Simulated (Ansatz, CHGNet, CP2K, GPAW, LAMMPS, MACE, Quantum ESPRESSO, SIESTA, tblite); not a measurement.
# Glassy 63GeO2-37Al2O3 (mol %) (112 atoms) in tblite

Aim: run glassy 63GeO2-37Al2O3 (mol %) (112 atoms) in tblite and see how near its forces come to a plane-wave reference, and at what cost.

Method: the method is named at each step, in tblite 0.8.0.

## (1) The structure

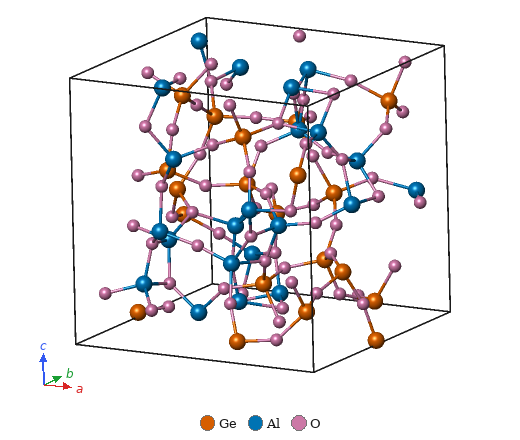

Start, viewed slightly off an axis; germanium orange, aluminium blue, oxygen pink. Bonds to atoms that aren't drawn are left out. Some periodic images of atoms are drawn too.

The cell holds 112 atoms: 19 Ge, 22 Al and 71 O. Cell: a = 11.365 Å, b = 11.365 Å, c = 11.365 Å, α = 90.0°, β = 90.0°, γ = 90.0°. 112 atoms (19 Ge, 22 Al, 71 O) placed at random at 3.4 g/cm³, melted at 4000 K for 10 ps at fixed volume with the Morse and Coulomb pair potential with partial charges (Pedone, Malavasi, Menziani, Cormack and Segre, J. Phys. Chem. B 110, 11780 (2006)). Quenched from 4000 K to 300 K at 20 K/ps and fixed volume, held 10 ps at zero pressure.

The yardstick, on the same geometry:

* method: Kohn-Sham DFT, PBE, SSSP efficiency 1.3.0 pseudopotentials, plane waves (Quantum ESPRESSO 7.5); sssp-pbe-1.3.0-efficiency, cutoffs 60/480 Ry, Γ point
* r.m.s. force component: 1.209 eV/Å
* longest force: 5.757 eV/Å
* pressure: 10.83 GPa
* gap (highest filled to lowest empty level): 2.632 eV
* time: 5.2 min on 4 MPI ranks of Arm Neoverse V2, shared host
* CPU time: 21 min

## (2) IPEA1-xTB

Method: IPEA1-xTB tight binding, diagonalisation.

File run.py:

```python
import numpy as np
from ase.io import read
from tblite.ase import TBLite

atoms = read("structure.xyz")
atoms.calc = TBLite(method="IPEA1-xTB", electronic_temperature=580, accuracy=1.0, max_iterations=250, mixer_damping=0.4, verbosity=1)
energy = atoms.get_potential_energy()
forces = atoms.get_forces()
print(f"energy {energy:.6f} eV")
print("forces (eV/A)")
for i, (a, f) in enumerate(zip(atoms, forces)):
    print(f"{i:4d} {a.symbol:2s} {f[0]:10.5f} {f[1]:10.5f} {f[2]:10.5f}")
stress = -atoms.get_stress(voigt=False) * 160.21766
print("stress (GPa, compression positive)")
for row in stress:
    print(" ".join(f"{x:10.4f}" for x in row))
print("charges (e)")
print(np.array2string(atoms.get_charges(), precision=4, suppress_small=True, max_line_width=110, threshold=100000))
```

File structure.xyz:

```xyz
112
Lattice="11.36488 0.00000 0.00000 0.00000 11.36488 0.00000 0.00000 0.00000 11.36488" Properties=species:S:1:pos:R:3 pbc="T T T"
Ge 10.49126 1.03432 2.25797
Ge 6.67300 4.10795 2.35321
Ge 2.85509 2.98430 7.05077
Ge 7.22272 1.73985 9.21658
Ge 10.40318 4.24581 3.22001
Ge 8.16328 6.63607 2.96157
Ge 10.65264 0.30810 8.26295
Ge 9.32363 8.67061 0.85123
Ge 1.29094 6.44502 5.29126
Ge 5.64312 4.71358 6.35990
Ge 7.69061 0.09910 0.90396
Ge 2.72359 4.56141 9.86722
Ge 5.57152 9.02565 8.01724
Ge 0.15786 8.88700 3.53630
Ge 4.29445 9.41739 3.90452
Ge 0.00409 5.19807 0.18582
Ge 2.47425 7.63493 8.25602
Ge 7.32512 8.95859 5.18864
Ge 10.26953 8.59174 9.51400
Al 7.05952 7.51628 10.76868
Al 8.30545 0.28287 6.54378
Al 10.19418 5.99418 7.54378
Al 11.11349 3.88702 6.24909
Al 7.15681 6.46468 8.43911
Al 9.89767 3.35264 9.32227
Al 4.07590 6.51765 0.77827
Al 8.01179 4.49276 10.78516
Al 3.56437 1.02295 4.96145
Al 6.69039 1.47584 3.81701
Al 8.11714 2.97726 5.25228
Al 4.12102 6.29864 4.06431
Al 2.49755 10.41341 1.74974
Al 4.43185 0.78486 8.18987
Al 10.16509 10.86767 5.17636
Al 2.27275 3.94816 3.81405
Al 4.08033 0.60529 11.24043
Al 4.60119 9.00224 0.61439
Al 1.37617 8.37251 11.18543
Al 2.06443 10.52524 9.65151
Al 3.91225 3.46413 0.98568
Al 2.35128 1.68962 2.43924
O 7.93291 9.70402 0.71042
O 3.98919 6.14976 2.38924
O 6.72426 5.77972 2.65677
O 3.98407 2.23343 11.26407
O 2.50436 6.10442 9.09656
O 8.51991 7.18579 1.41447
O 5.38866 5.80177 5.05260
O 0.48949 4.13295 4.17387
O 2.54073 2.11728 4.09022
O 3.48913 1.37845 6.79677
O 10.31033 0.17797 3.69109
O 1.67746 8.75244 9.40648
O 8.05611 7.81983 4.17159
O 10.81323 9.05417 11.12758
O 10.88483 7.23556 8.70243
[... 52 atom lines left out ...]
O 11.31317 5.75449 6.19738
O 2.55346 3.46981 2.08125
O 0.84373 1.07796 2.01590
O 5.98929 9.56843 4.41662
```

On the command line:

```console
$ OMP_NUM_THREADS=1 python run.py > output.txt
```

Output:

```text
------------------------------------------------------------
  cycle        total energy    energy error   density error
------------------------------------------------------------
      1     -401.9908123931  -4.0316019E+02   7.6904148E-01
      2     -406.8970042386  -4.9061918E+00   4.0455449E-01
      3     -387.0747162671   1.9822288E+01   4.2863227E-01
      4     -411.2623088593  -2.4187593E+01   1.8425057E-01
      5     -413.2765016415  -2.0141928E+00   6.3837237E-02
      6     -413.8739569855  -5.9745534E-01   2.5247000E-02
      7     -413.9504949642  -7.6537979E-02   9.0455796E-03
      8     -413.9568305396  -6.3355755E-03   4.2204940E-03
      9     -413.9569664251  -1.3588541E-04   3.3187186E-03
     10     -413.9586863802  -1.7199552E-03   1.1638630E-03
     11     -413.9587505490  -6.4168713E-05   8.8911681E-04
     12     -413.9588478913  -9.7342369E-05   4.4860525E-04
     13     -413.9588717789  -2.3887550E-05   1.0154136E-04
     14     -413.9588713761   4.0273727E-07   9.5408196E-05
     15     -413.9588724667  -1.0905592E-06   5.4270591E-05
     16     -413.9588728921  -4.2543041E-07   9.8640950E-06
------------------------------------------------------------
 total:                                   8.746 sec
energy -11264.394688 eV
forces (eV/A)
   0 Ge    0.26967    1.00552   -0.94385
   1 Ge    0.12130    0.56098   -1.13706
   2 Ge    2.61827   -0.26378    0.23985
   3 Ge    0.32209   -0.08683    1.68530
   4 Ge   -0.02554   -0.48399    1.11560
   5 Ge   -0.05336   -0.30858    0.50328
   6 Ge    1.64865   -0.14043    2.44351
   7 Ge    0.99617    0.06381   -0.31570
   8 Ge   -0.81719    0.56932   -0.08905
   9 Ge    0.24131    0.29300    0.16336
  10 Ge   -0.08847   -0.61032   -1.60853
  11 Ge    0.32216    1.33338    1.38687
  12 Ge   -0.18550    0.04806    1.00915
  13 Ge   -0.25754   -1.69076   -0.33433
  14 Ge    0.57676    0.85832    1.24448
  15 Ge    0.28678    0.16161   -1.06014
  16 Ge   -0.21544   -0.40091    0.25875
  17 Ge   -0.09601   -0.49088    1.76707
  18 Ge   -0.48574   -1.16298    0.28117
  19 Al    0.59673    0.50467    1.33663
  20 Al   -0.29871    0.05235   -1.19319
  21 Al    3.01208    0.39129    1.18633
  22 Al    0.72980    0.45563   -0.37710
  23 Al   -1.05662    0.49700   -0.06653
[...]
104 O    -2.73738    1.19624   -0.53120
 105 O     1.93937   -1.79435   -1.85467
 106 O     1.84729   -0.12777   -0.14959
 107 O    -0.37006    0.67018    2.11001
 108 O    -1.18871   -0.85720   -0.01828
 109 O    -1.08030    0.76601   -0.46387
 110 O    -0.44657   -0.75252   -1.17552
 111 O    -1.16989    2.00275   -1.62626
stress (GPa, compression positive)
   10.9713     0.5956    -0.3929
    0.5956    10.4633    -0.7456
   -0.3929    -0.7456    10.9648
charges (e)
[ 0.2854  0.2981  0.291   0.2896  0.311   0.3047  0.2995  0.3318  0.3056  0.2712  0.2878  0.2909  0.2905
  0.3068  0.2789  0.283   0.3001  0.2929  0.2912  0.6159  0.6216  0.5986  0.6375  0.6147  0.5985  0.5969
  0.6038  0.5776  0.6211  0.5902  0.6082  0.6095  0.5965  0.6122  0.6317  0.5966  0.6085  0.6177  0.6016
  0.5941  0.5985 -0.217  -0.3556 -0.2298 -0.336  -0.2409 -0.2025 -0.2802 -0.2693 -0.3086 -0.2445 -0.2792
 -0.2524 -0.1909 -0.2207 -0.2589 -0.2185 -0.3426 -0.273  -0.269  -0.2182 -0.2983 -0.2431 -0.3337 -0.3263
 -0.2695 -0.2268 -0.2896 -0.2689 -0.3375 -0.3107 -0.3344 -0.2366 -0.2529 -0.2822 -0.2196 -0.2615 -0.2467
 -0.238  -0.2627 -0.2721 -0.2795 -0.2231 -0.2329 -0.2546 -0.2091 -0.2589 -0.277  -0.3105 -0.2506 -0.2799
 -0.3229 -0.3191 -0.2689 -0.2693 -0.2593 -0.2758 -0.2411 -0.3162 -0.3625 -0.2637 -0.2768 -0.2061 -0.2291
 -0.2654 -0.2271 -0.2341 -0.2558 -0.2553 -0.3155 -0.2768 -0.2259]
```

The job ended after 9.2 s (1 thread of Arm Neoverse V2, shared host; peak memory 0.16 GiB).

Banners, paths, timers and routine set-up lines are dropped from the logs unmarked, and long logs keep their key lines alone; longer cuts are marked.

Numbers from this run, and their distance from the reference:

| Item | Value |
| --- | --- |
| r.m.s. force component | 1.014 eV/Å |
| r.m.s. difference of force components | 528.5 meV/Å |
| longest difference of force vectors | 2944 meV/Å |
| force difference over r.m.s. force | 43.72 % |
| slope of forces against the reference's | 0.756 |
| correlation of force components | 0.9016 |
| pressure | 10.8 GPa |
| pressure difference | -0.0279 GPa |

Length of the force difference by element (eV/Å):

```csv
element,atoms,mean,most
Al,22,0.92,2.4
Ge,19,1.2,2.9
O,71,0.63,1.4
```

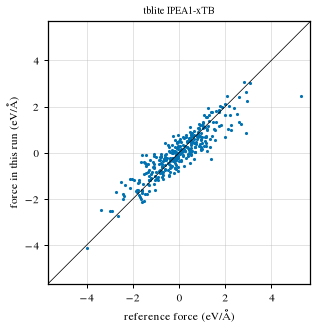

Force components against those of the reference; the line marks equality.

A closer look about Al23, which has 5 bonded neighbours where the commonest count for Al is 4: 9 atoms, nearest first, numbered in the order of the input, with positions taken from that point.

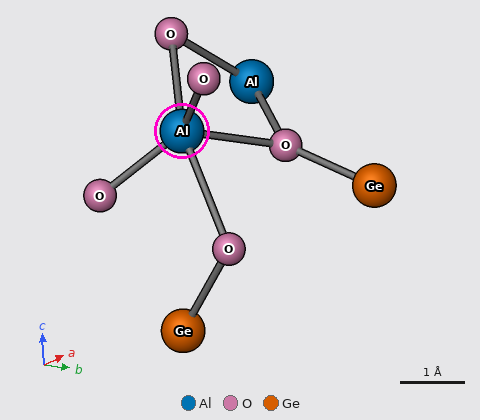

The atoms of the table, within 3.1 Å (arrows a, b, c point along x, y, z); some may hide others; the central atom is ringed.

```csv
atom,x,y,z,distance (Å),bonds,Mulliken charge (e),Fx,Fy,Fz (eV/Å)
Al23,0.00,0.00,0.00,0.00,5,0.64,0.73,0.46,-0.38
O72,-1.39,-0.62,-0.78,1.71,2,-0.33,1.22,-0.04,0.16
O60,1.57,-0.70,0.38,1.76,2,-0.27,-4.13,0.13,-1.60
O109,0.20,1.87,-0.05,1.88,3,-0.26,-1.19,-0.86,-0.02
O89,-0.62,0.35,1.78,1.92,3,-0.31,0.47,0.44,-1.28
O49,0.74,0.25,-2.08,2.22,3,-0.27,0.38,-0.69,1.02
Al22,-0.92,2.11,1.29,2.64,4,0.60,3.01,0.39,1.19
Ge5,-0.71,0.36,-3.03,3.13,4,0.31,-0.03,-0.48,1.12
Ge9,1.54,2.56,-0.96,3.14,4,0.31,-0.82,0.57,-0.09
```

Atoms are counted from 1 here, from 0 in the log.

Forces lie 44 % from the reference's, at 0.0075 times its CPU time (on 1 against 4 cores).

## (3) GFN2-xTB

Method: GFN2-xTB tight binding, diagonalisation.

run.py: that of step 2 with these lines changed.

```diff
@@ -5,3 +5,3 @@
 atoms = read("structure.xyz")
-atoms.calc = TBLite(method="IPEA1-xTB", electronic_temperature=580, accuracy=1.0, max_iterations=250, mixer_damping=0.4, verbosity=1)
+atoms.calc = TBLite(method="GFN2-xTB", electronic_temperature=580, accuracy=1.0, max_iterations=250, mixer_damping=0.4, verbosity=1)
 energy = atoms.get_potential_energy()
```

structure.xyz is that of step 2.

Output:

```text
------------------------------------------------------------
  cycle        total energy    energy error   density error
------------------------------------------------------------
      1     -343.1573391153  -3.4450051E+02   4.6903544E-01
      2     -346.9931388353  -3.8357997E+00   4.3237019E-01
      3     -352.4524495396  -5.4593107E+00   2.8446124E-01
      4     -354.2695062650  -1.8170567E+00   1.8299820E-01
      5     -352.9327739975   1.3367323E+00   1.5881071E-01
      6     -353.3986568682  -4.6588287E-01   1.2547568E-01
      7     -354.3145682375  -9.1591137E-01   7.6620303E-02
      8     -354.7353126970  -4.2074446E-01   5.0956519E-02
      9     -354.8252537238  -8.9941027E-02   3.1112532E-02
     10     -354.8449677640  -1.9714040E-02   2.5189547E-02
     11     -354.8628932195  -1.7925456E-02   1.4451620E-02
     12     -354.8694453337  -6.5521142E-03   6.8022228E-03
[...]
23     -354.8722076570   1.0311709E-07   9.5338132E-05
     24     -354.8722080961  -4.3907710E-07   5.2965696E-05
     25     -354.8722082061  -1.0996297E-07   3.4090681E-05
     26     -354.8722082509  -4.4869466E-08   2.5482450E-05
     27     -354.8722082703  -1.9380764E-08   1.5640364E-05
------------------------------------------------------------
 total:                                   9.935 sec
energy -9656.564649 eV
forces (eV/A)
   0 Ge    0.03904    0.65444   -0.01935
   1 Ge   -0.24129    0.04644   -1.29525
   2 Ge    2.04544    0.60970    0.19463
   3 Ge   -0.47806   -0.78518    1.17804
   4 Ge    0.19643   -0.57873   -0.33252
   5 Ge   -0.11544   -0.67648    0.53270
   6 Ge    1.77466   -0.17447    2.69682
   7 Ge    0.77378    0.26220    0.49310
   8 Ge   -0.51229    1.02808   -0.13333
   9 Ge    0.61659    1.13931    0.28322
  10 Ge    0.32281    0.14277   -0.72965
  11 Ge   -0.41505    1.52226    0.90091
[...]
107 O    -0.33797    0.60324    0.08819
 108 O    -0.09451   -0.55377   -0.22268
 109 O    -0.41488    0.21944    0.27397
 110 O    -1.17603   -0.42942   -0.43231
 111 O    -0.27898    0.85480   -0.73839
stress (GPa, compression positive)
    2.6999     0.3012    -0.2039
    0.3012     2.2099    -0.4699
   -0.2039    -0.4699     2.5512
charges (e)
[ 0.5745  0.5834  0.5743  0.5759  0.6007  0.5893  0.5793  0.6145  0.5914  0.5642  0.5727  0.5842  0.5732
  0.5729  0.5709  0.5712  0.5775  0.5792  0.5909  0.5197  0.5103  0.4799  0.488   0.4845  0.4977  0.4869
  0.4808  0.4742  0.4592  0.4807  0.4582  0.5023  0.4955  0.4996  0.5542  0.4996  0.4917  0.5218  0.5077
  0.4826  0.5054 -0.3176 -0.3121 -0.3436 -0.3098 -0.3134 -0.3439 -0.3381 -0.3519 -0.2769 -0.2471 -0.3226
 -0.2655 -0.2968 -0.3196 -0.3309 -0.3306 -0.3488 -0.3333 -0.2966 -0.3027 -0.2739 -0.2464 -0.2963 -0.3115
 -0.2891 -0.3488 -0.3427 -0.3207 -0.2917 -0.271  -0.3416 -0.3076 -0.2611 -0.3348 -0.2787 -0.2649 -0.2684
 -0.3957 -0.2886 -0.341  -0.3215 -0.3322 -0.3159 -0.2522 -0.3132 -0.2767 -0.3138 -0.2911 -0.3446 -0.3133
 -0.2744 -0.3038 -0.2977 -0.328  -0.2779 -0.3338 -0.3617 -0.2597 -0.3426 -0.3554 -0.3236 -0.2888 -0.328
 -0.295  -0.3258 -0.2597 -0.3043 -0.2583 -0.2875 -0.3284 -0.3353]
```

Elapsed: 10 s, on 1 thread; peak memory 0.15 GiB.

Compared with the plane-wave run:

```yaml
r_m_s_force_component: 0.7107 eV/Å
r_m_s_difference_of_force_components: 670.5 meV/Å
longest_difference_of_force_vectors: 2691 meV/Å
force_difference_over_r_m_s_force: 55.47 %
slope_of_forces_against_the_reference_s: 0.519
correlation_of_force_components: 0.8828
pressure: 2.487 GPa
pressure_difference: -8.341 GPa
```

Against the first run (44 %), the force difference from the reference is 55 %, at 1.1 times the CPU time (27 SCF steps against 16).

## (4) The ladder

Differences are against the plane-wave reference, forces as r.m.s. over components; share is that over the reference's r.m.s. force, slope the least-squares factor from reference forces to these. Total energies of different programs have different zeros and aren't compared.

```csv
run,"Δ force, r.m.s. (meV/Å)",share (%),slope,Δ pressure (GPa),cores,CPU time,memory (GiB)
reference,-,-,-,-,4,21 min,5.1
tblite IPEA1-xTB,529,43.7,0.756,-0.0279,1,9.2 s,0.16
tblite GFN2-xTB,671,55.5,0.519,-8.34,1,10 s,0.15
```

CPU time is summed over cores on a shared host, where runs went side by side, so it is rough. Symmetry, cutoffs, thresholds, outputs and thread counts weren't matched or tuned between programs; memory under MPI is the largest rank's times the ranks.

## (5) Results

```json
{
 "nearest in forces": "tblite IPEA1-xTB, 44 %",
 "its CPU time": "9.2 s"
}
```

In words: Tight binding differs by 44 % (tblite IPEA1-xTB) to 55 % (tblite GFN2-xTB); it is another model, with fitted parameters of its own, and the xTB methods hold dispersion. IPEA1-xTB was fitted to ionisation energies and electron affinities, not to forces or charges. Of the electronic-structure runs that take under half the reference's CPU time, tblite IPEA1-xTB comes nearest, at 44 % in 9.2 s against 21 min. Periodic xTB results under one method name differ between programs and library versions. The reference's pressure holds the uncorrected Pulay stress of its 60 Ry basis, so small pressure differences, and their order, may be the reference's own error. The quench rate of 20 K/ps is many orders above laboratory rates, so the cell is likely richer in defects and strain than a real sample. The network of bonds at the start is that of the classical potential that made the cell, and needn't be the one that DFT or experiment would give. The electronic-structure runs sample only Γ, in a cell whose shortest periodic width is 11 Å.

[Also dropped from logs without a mark: logging warnings of Python, and SIESTA's first energy breakdown and zero terms.]

[Logs are printed without paths, hosts, clocks, repeated set-up lines and the standing remarks that a program may print on its own settings, such as how far it seeks lower states.]

[Hosts, paths, dates, database ids (printed as entryN), source tags and the programs' standing remarks are cut or masked in the printed files.]
